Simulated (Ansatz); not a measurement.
**SiH2 (singlet): correlated methods under varied settings at distance Si1–H2 = 2.461 Å**

What do other methods and options give for SiH2 (singlet) at this geometry, and how long do they take?

The runs use Ansatz 0.2.0, Gaussian basis; the settings change from run to run.

15 further runs of the same task are left out: 2 for a mislabelled method, 8 that didn't finish, 5 set aside as unsound or not needed.

## 1. What is computed

The geometry derives from a PBE0/def2-TZVP stationary point (not a proven minimum). One bond is set to the value named and the two fragments are kept rigid.

3 atoms, charge 0, spin multiplicity 1.

Atoms are counted from 1 here; the program's logs count them from 0.

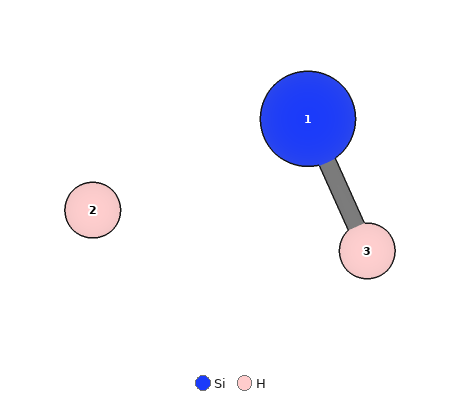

The structure; silicon blue, hydrogen pink; atoms are numbered from 1 in the order of the file.

## 2. CASSCF(4,4)/cc-pVDZ

The input, in.yaml:

```yaml
crystal:
  periodic: [false, false, false]
  atoms:
    - {symbol: Si, position_ang: [0.000000, -0.093392, 0.022381]}
    - {symbol: H, position_ang: [0.000000, 1.628385, -1.736028]}
    - {symbol: H, position_ang: [0.000000, 0.973912, 1.112393]}
basis:
  gaussian: {orbitals: cc-pVDZ}
correlation: {active_space: {window: {electrons: 4, orbitals: 4}}}
```

Command:

```bash
> ansatz run in.yaml --threads 1 --pin off --events-out ev --progress --plain --max-ram 2393MiB
```

What it wrote:

```text
Functional definition: HF
  name "HF"
  cite "Fock, Z. Phys. 61, 126 (1930) doi:10.1007/BF01340294"
  parent pbe
  exchange = exact_x
  correlation = 0
272 factors; integrals over basis functions are off by at most 1.0e-3 eV
mean field evaluation 1: about -7888.6781 eV, gradient 9.9e0 eV
mean field evaluation 2: about -7888.6791 eV, gradient 9.9e0 eV
mean field evaluation 4: about -7889.3479 eV, gradient 8.2e-1 eV
mean field evaluation 8: about -7889.3550 eV, gradient 6.2e-4 eV
mean field -7889.35501611 eV, -289.9284492453 hartree, gradient 2.2e-6 eV, S^2 0.000000; 0 other end points of the search recorded, 0 dependent functions left out
reference -7889.35501611 eV, -289.9284492453 hartree; 8, 8 occupied and 20, 20 virtual orbitals, 272 factors
state -7890.94513329 eV, -289.9868849737 hartree
2 active orbitals were swapped for others, from the solution at -7890.81913526 eV, -289.9822546313 hartree to that at -7890.94513329 eV, -289.9868849737 hartree; typed "places" are swapped only where nearly empty or full, and so, without "given_window_search", are "orbital_numbers", "shells" and a window whose orbitals a file names under [Active]
Total energy: -7890.94513329 eV, -289.9868849737 hartree
```

It took 0.27 s on 1 thread of Arm Neoverse V1, shared host.

From the report: 36 determinants; active occupations 1.93, 1.82, 0.17, 0.07.

## 3. BCCD on RHF/def2-mTZVP

in.yaml, as its differences from that of step 2:

```diff
@@ -7,3 +7,4 @@
 basis:
-  gaussian: {orbitals: cc-pVDZ}
-correlation: {active_space: {window: {electrons: 4, orbitals: 4}}}
+  gaussian: {orbitals: def2-mTZVP}
+magnetization: {spin_polarized: false}
+correlation: {method: bccd, electrons: outside_noble_gas}
```

Launched as before.

What it wrote, shortened:

```text
Functional definition: HF
  name "HF"
  cite "Fock, Z. Phys. 61, 126 (1930) doi:10.1007/BF01340294"
  parent pbe
[...]
255 factors; integrals over basis functions are off by at most 7.8e-4 eV
[...]
mean field -7889.27392138 eV, -289.9254690687 hartree, gradient 2.3e-6 eV, S^2 0.000000; 0 other end points of the search recorded, 0 dependent functions left out; unrestricted orbitals would lower it
5 core orbitals not correlated: weight in the atoms' cores, before any rotation towards them, 1.000 or more for the frozen orbitals, at most 0.000 for the correlated occupied ones
reference -7889.27392138 eV, -289.9254690687 hartree; 3, 3 occupied and 20, 20 virtual orbitals, 255 factors
second order -2.07229193 eV of doubles, -0.00000000 eV of singles
cycle   1  -2.62927153 eV  change   -5.6e-1 eV  update   9.9e-2
[...]
cycle  11  -3.07349325 eV  change    1.5e-6 eV  update   4.5e-6
Total energy: -7892.34741463 eV, -290.0384178625 hartree
```

Wall time 0.27 s (1 thread of Arm Neoverse V1, shared host).

From the report: correlation -3.0735 eV; largest double amplitude 0.25.

## 4. NEVPT2(6,4)/def2-SVPD

in.yaml, as its differences from that of step 3:

```diff
@@ -7,4 +7,3 @@
 basis:
-  gaussian: {orbitals: def2-mTZVP}
-magnetization: {spin_polarized: false}
-correlation: {method: bccd, electrons: outside_noble_gas}
+  gaussian: {orbitals: def2-SVPD}
+correlation: {method: sc_nevpt2, electrons: outside_noble_gas, active_space: {window: {electrons: 6, orbitals: 4}}}
```

Launched as before.

What it wrote, shortened:

```text
Functional definition: HF
  name "HF"
  cite "Fock, Z. Phys. 61, 126 (1930) doi:10.1007/BF01340294"
  parent pbe
[...]
390 factors; integrals over basis functions are off by at most 8.4e-4 eV
[...]
mean field -7886.81854846 eV, -289.8352357784 hartree, gradient 7.3e-7 eV, S^2 0.000000; 0 other end points of the search recorded, 0 dependent functions left out; unrestricted orbitals would lower it
reference -7886.81854846 eV, -289.8352357784 hartree; 8, 8 occupied and 32, 32 virtual orbitals, 390 factors
state -7887.89734556 eV, -289.8748808404 hartree
state -7887.89734556 eV, -289.8748808404 hartree; corrected -7889.61453874 eV, -289.9379865257 hartree
state -7887.35940154 eV, -289.8551117622 hartree
state -7887.35940154 eV, -289.8551117622 hartree; corrected -7889.18918640 eV, -289.9223551158 hartree
state -7887.89734556 eV, -289.8748808404 hartree; corrected -7889.61453874 eV, -289.9379865257 hartree
Total energy: -7889.61453874 eV, -289.9379865257 hartree
```

Wall time 0.48 s (1 thread of Arm Neoverse V1, shared host).

From the report: 16 determinants; active occupations 2.00, 2.00, 1.83, 0.17.

## 5. CCSD(T) on RHF/6-31G

The input, in.yaml:

```yaml
crystal:
  periodic: [false, false, false]
  atoms:
    - {symbol: Si, position_ang: [0.000000, -0.093392, 0.022381]}
    - {symbol: H, position_ang: [0.000000, 1.628385, -1.736028]}
    - {symbol: H, position_ang: [0.000000, 0.973912, 1.112393]}
basis:
  gaussian: {orbitals: 6-31G}
magnetization: {spin_polarized: false}
correlation: {method: ccsd_t, electrons: outside_noble_gas, diis_vectors: 2}
```

Same command.

What it wrote, shortened:

```text
Functional definition: HF
  name "HF"
  cite "Fock, Z. Phys. 61, 126 (1930) doi:10.1007/BF01340294"
  parent pbe
[...]
204 factors; integrals over basis functions are off by at most 2.1e-4 eV
[...]
mean field -7888.25193118 eV, -289.8879116215 hartree, gradient 1.9e-6 eV, S^2 0.000000; 0 other end points of the search recorded, 0 dependent functions left out; unrestricted orbitals would lower it
5 core orbitals not correlated: weight in the atoms' cores, before any rotation towards them, 1.000 or more for the frozen orbitals, at most 0.000 for the correlated occupied ones
reference -7888.25193118 eV, -289.8879116215 hartree; 3, 3 occupied and 9, 9 virtual orbitals, 204 factors
second order -1.49253869 eV of doubles, -0.00000000 eV of singles
cycle   1  -1.97356934 eV  change   -4.8e-1 eV  update   9.3e-2
[...]
cycle  13  -2.40526879 eV  change    3.9e-6 eV  update   2.2e-6
perturbative correction -0.03448990 eV, -0.0012674805 hartree
Total energy: -7890.69168987 eV, -289.9775710997 hartree
```

It took 0.18 s on 1 thread of Arm Neoverse V1, shared host.

From the report: correlation -2.4398 eV; T1 0.031; largest double amplitude 0.29.

## 6. BCCD(T) on UHF/cc-pVDZ

The input, in.yaml:

```yaml
crystal:
  periodic: [false, false, false]
  atoms:
    - {symbol: Si, position_ang: [0.000000, -0.093392, 0.022381]}
    - {symbol: H, position_ang: [0.000000, 1.628385, -1.736028]}
    - {symbol: H, position_ang: [0.000000, 0.973912, 1.112393]}
basis:
  gaussian: {orbitals: cc-pVDZ, point_charges: [{charge: -0.50, position_ang: [3.988, 0.377, -0.719]}]}
magnetization: {spin_polarized: true, initial_magnetization: 0}
correlation: {method: bccd_t, electrons: valence}
output: {forces: true}
```

Launched as before.

What it wrote, shortened:

```text
Functional definition: HF
  name "HF"
  cite "Fock, Z. Phys. 61, 126 (1930) doi:10.1007/BF01340294"
  parent pbe
[...]
272 factors; integrals over basis functions are off by at most 9.4e-4 eV
[...]
mean field -7889.90213601 eV, -289.9485555305 hartree, gradient 2.0e-6 eV, S^2 0.706260; 13 other end points of the search recorded, 0 dependent functions left out
determinant -7889.90213601 eV, -289.9485555305 hartree, with singles and doubles -7892.94932698 eV, -290.0605377334 hartree
determinant -7889.38195017 eV, -289.9294390537 hartree, with singles and doubles -7891.81180552 eV, -290.0187345906 hartree
determinant -7887.55789307 eV, -289.8624061915 hartree, with singles and doubles -7890.60585999 eV, -289.9744169100 hartree
determinant -7887.34350583 eV, -289.8545276059 hartree, with singles and doubles -7890.00095562 eV, -289.9521870843 hartree
5 core orbitals not correlated: weight in the atoms' cores, before any rotation towards them, 1.000 or more for the frozen orbitals, at most 0.000 for the correlated occupied ones
reference -7889.90213601 eV, -289.9485555305 hartree; 3, 3 occupied and 20, 20 virtual orbitals, 272 factors
second order -1.92394836 eV of doubles, -0.00000000 eV of singles
cycle   1  -3.22442095 eV  change   -1.8e-1 eV  update   6.6e-2
[...]
cycle  28  -3.13411871 eV  change    2.5e-8 eV  update   1.1e-7
perturbative correction -0.12234511 eV, -0.0044960999 hartree
[...]
Total energy: -7893.15859982 eV, -290.0682283685 hartree
Atom 0 at     0.000000    -0.093392     0.022381 Å, force     0.128458     1.280363    -1.624294 eV/Å
Atom 1 at     0.000000     1.628385    -1.736028 Å, force    -0.070200    -1.408034     1.488952 eV/Å
Atom 2 at     0.000000     0.973912     1.112393 Å, force     0.026213     0.160928     0.081521 eV/Å
Dipole moment:     0.085042    -0.198637     0.242195 e Å
```

Wall time 1.8 s (1 thread of Arm Neoverse V1, shared host).

From the report: ⟨S²⟩ of the determinant 0.706 (pure singlet: 0.00); correlation -3.2565 eV; largest double amplitude 0.25. The determinant is far from a pure spin state, so its energy mixes those of several spin states (harmless only where they are near-degenerate, as at dissociation).

## 7. CASSCF(2,3)/cc-pVDZ

The input, in.yaml:

```yaml
crystal:
  periodic: [false, false, false]
  atoms:
    - {symbol: Si, position_ang: [0.000000, -0.093392, 0.022381]}
    - {symbol: H, position_ang: [0.000000, 1.628385, -1.736028]}
    - {symbol: H, position_ang: [0.000000, 0.973912, 1.112393]}
basis:
  gaussian: {orbitals: cc-pVDZ}
correlation: {active_space: {window: {electrons: 2, orbitals: 3}}}
scf: {lower_state_search: light}
```

Launched as before.

What it wrote:

```text
Functional definition: HF
  name "HF"
  cite "Fock, Z. Phys. 61, 126 (1930) doi:10.1007/BF01340294"
  parent pbe
  exchange = exact_x
  correlation = 0
272 factors; integrals over basis functions are off by at most 1.0e-3 eV
mean field evaluation 1: about -7888.6781 eV, gradient 9.9e0 eV
mean field evaluation 2: about -7888.6791 eV, gradient 9.9e0 eV
mean field evaluation 4: about -7889.3479 eV, gradient 8.2e-1 eV
mean field evaluation 8: about -7889.3550 eV, gradient 6.2e-4 eV
mean field -7889.35501611 eV, -289.9284492453 hartree, gradient 2.2e-6 eV, S^2 0.000000; 0 other end points of the search recorded, 0 dependent functions left out
reference -7889.35501611 eV, -289.9284492453 hartree; 8, 8 occupied and 20, 20 virtual orbitals, 272 factors
state -7890.46721567 eV, -289.9693218252 hartree
Total energy: -7890.46721567 eV, -289.9693218252 hartree
```

Run time: 0.42 s. Hardware: 1 thread of Arm Neoverse V1, shared host.

From the report: 9 determinants; active occupations 1.83, 0.17, 0.00.

## 8. BCCD(T)/cc-pVDZ

in.yaml, as its differences from that of step 7:

```diff
@@ -7,4 +7,6 @@
 basis:
-  gaussian: {orbitals: cc-pVDZ}
-correlation: {active_space: {window: {electrons: 2, orbitals: 3}}}
+  gaussian: {orbitals: cc-pVDZ, fitting: {mean_field: def2-universal-jkfit}}
+magnetization: {spin_polarized: false}
+hamiltonian: {xc: {name: B3LYP}}
+correlation: {method: bccd_t, electrons: all}
 scf: {lower_state_search: light}
```

Launched as before.

What it wrote, shortened:

```text
Functional definition: B3LYP
  name "B3LYP"
  cite "Stephens, Devlin, Chabalowski & Frisch, J. Phys. Chem. 98, 11623 (1994) doi:10.1021/j100096a001"
  cite "Becke, Phys. Rev. A 38, 3098 (1988) doi:10.1103/PhysRevA.38.3098"
  cite "Lee, Yang & Parr, Phys. Rev. B 37, 785 (1988) doi:10.1103/PhysRevB.37.785"
  cite "Vosko, Wilk & Nusair, Can. J. Phys. 58, 1200 (1980) doi:10.1139/p80-159"
[...]
164 factors; integrals over basis functions are off by at most 5.7e-1 eV
[...]
mean field -7906.40775866 eV, -290.5551259752 hartree, gradient 5.0e-6 eV, S^2 0.000000; 0 other end points of the search recorded, 0 dependent functions left out
reference -7889.11139415 eV, -289.9194963034 hartree; 8, 8 occupied and 20, 20 virtual orbitals, 164 factors
second order -2.92608334 eV of doubles, -0.19404787 eV of singles
cycle   1  -3.58747654 eV  change   -4.7e-1 eV  update   8.9e-2
[...]
cycle  10  -3.95952728 eV  change    1.1e-5 eV  update   1.5e-5
perturbative correction -0.13020852 eV, -0.0047850749 hartree
Total energy: -7893.20112995 eV, -290.0697913218 hartree
```

It took 0.66 s on 1 thread of Arm Neoverse V1, shared host.

From the report: correlation -4.0897 eV; largest double amplitude 0.25.

## 9. BCCD on RHF/pcseg-2

The input, in.yaml:

```yaml
crystal:
  periodic: [false, false, false]
  atoms:
    - {symbol: Si, position_ang: [0.000000, -0.093392, 0.022381]}
    - {symbol: H, position_ang: [0.000000, 1.628385, -1.736028]}
    - {symbol: H, position_ang: [0.000000, 0.973912, 1.112393]}
basis:
  gaussian: {orbitals: pcseg-2, fitting: {mean_field: def2-universal-jkfit}}
magnetization: {spin_polarized: false}
correlation: {method: bccd, electrons: valence}
scf: {lower_state_search: full}
output: {forces: true}
```

The command is unchanged.

What it wrote, shortened:

```text
Functional definition: HF
  name "HF"
  cite "Fock, Z. Phys. 61, 126 (1930) doi:10.1007/BF01340294"
  parent pbe
[...]
164 factors; integrals over basis functions are off by at most 1.5e0 eV
[...]
mean field -7889.46073613 eV, -289.9323343842 hartree, gradient 1.7e-6 eV, S^2 0.000000; 0 other end points of the search recorded, 0 dependent functions left out; unrestricted orbitals would lower it
[...]
5 core orbitals not correlated: weight in the atoms' cores, before any rotation towards them, 1.000 or more for the frozen orbitals, at most 0.000 for the correlated occupied ones
reference -7889.46073613 eV, -289.9323343842 hartree; 3, 3 occupied and 54, 54 virtual orbitals, 164 factors
second order -2.88672846 eV of doubles, -0.00000000 eV of singles
cycle   1  -3.46328655 eV  change   -5.8e-1 eV  update   9.1e-2
[...]
cycle  12  -3.84844460 eV  change   -1.5e-6 eV  update   1.6e-6
[...]
Total energy: -7893.30918072 eV, -290.0737621145 hartree
Atom 0 at     0.000000    -0.093392     0.022381 Å, force    -0.000000     1.693674    -1.455217 eV/Å
Atom 1 at     0.000000     1.628385    -1.736028 Å, force    -0.000000    -1.572467     1.649818 eV/Å
Atom 2 at     0.000000     0.973912     1.112393 Å, force     0.000000    -0.121207    -0.194600 eV/Å
Dipole moment:     0.000000    -0.266175     0.310516 e Å
```

Wall time 1 s (1 thread of Arm Neoverse V1, shared host).

From the report: correlation -3.8484 eV; largest double amplitude 0.21.

## 10. BCCD on RHF/cc-pVTZ-DK

The input, in.yaml:

```yaml
crystal:
  periodic: [false, false, false]
  atoms:
    - {symbol: Si, position_ang: [0.000000, -0.093392, 0.022381]}
    - {symbol: H, position_ang: [0.000000, 1.628385, -1.736028]}
    - {symbol: H, position_ang: [0.000000, 0.973912, 1.112393]}
basis:
  gaussian: {orbitals: cc-pVTZ-DK, fitting: {mean_field: def2-universal-jkfit}}
magnetization: {spin_polarized: false}
correlation: {method: bccd, electrons: all}
accuracy: high
```

Launched as before.

What it wrote, shortened:

```text
Functional definition: HF
  name "HF"
  cite "Fock, Z. Phys. 61, 126 (1930) doi:10.1007/BF01340294"
  parent pbe
[...]
164 factors; integrals over basis functions are off by at most 1.4e0 eV
[...]
mean field -7906.06245692 eV, -290.5424363702 hartree, gradient 1.9e-8 eV, S^2 0.000000; 0 other end points of the search recorded, 0 dependent functions left out; unrestricted orbitals would lower it
[...]
reference -7906.06245692 eV, -290.5424363702 hartree; 8, 8 occupied and 54, 54 virtual orbitals, 164 factors
second order -4.55809706 eV of doubles, -0.00000000 eV of singles
cycle   1  -5.15087802 eV  change   -5.9e-1 eV  update   9.2e-2
[...]
cycle  23  -5.53688872 eV  change    1.9e-9 eV  update  9.6e-10
Total energy: -7911.59934563 eV, -290.7459132774 hartree
Relativity: scalar
```

It took 1.3 s on 1 thread of Arm Neoverse V1, shared host.

From the report: correlation -5.5369 eV; largest double amplitude 0.22.

## 11. All runs side by side

Where basis and cores are those of an earlier FCI/cc-pVDZ run (-7893.0800 eV), and the state is the same kind, the miss against it is given.

```tsv
level	correlated	functions	energy (eV)	from FCI (meV)	time
CASSCF(4,4)/cc-pVDZ		28	-7890.9451	2134.9	0.27 s
BCCD on RHF/def2-mTZVP	outside noble gas	28	-7892.3474		0.27 s
NEVPT2(6,4)/def2-SVPD	outside noble gas	40	-7889.6145		0.48 s
CCSD(T) on RHF/6-31G	outside noble gas	17	-7890.6917		0.18 s
BCCD(T) on UHF/cc-pVDZ (beside a point charge)	valence	28	-7893.1586		1.8 s
CASSCF(2,3)/cc-pVDZ		28	-7890.4672	2612.8	0.42 s
BCCD(T)/cc-pVDZ (on B3LYP orbitals)	all	28	-7893.2011		0.66 s
BCCD on RHF/pcseg-2	valence	62	-7893.3092		1 s
BCCD on RHF/cc-pVTZ-DK	all	62	-7911.5993		1.3 s
```

## 12. Summary of results

| quantity | value |
| --- | --- |
| runs | 9 |
| quickest | CCSD(T) on RHF/6-31G, 0.18 s |
| slowest | BCCD(T) on UHF/cc-pVDZ (beside a point charge), 1.8 s |

Total energies in different bases, with other cores or another treatment of relativity can't be set against each other. BCCD(T) on UHF/cc-pVDZ (beside a point charge) took 10 times as long as CCSD(T) on RHF/6-31G; the jobs differ in more than the method. Hartree-Fock, CASSCF and CASCI lack dynamic correlation by design.
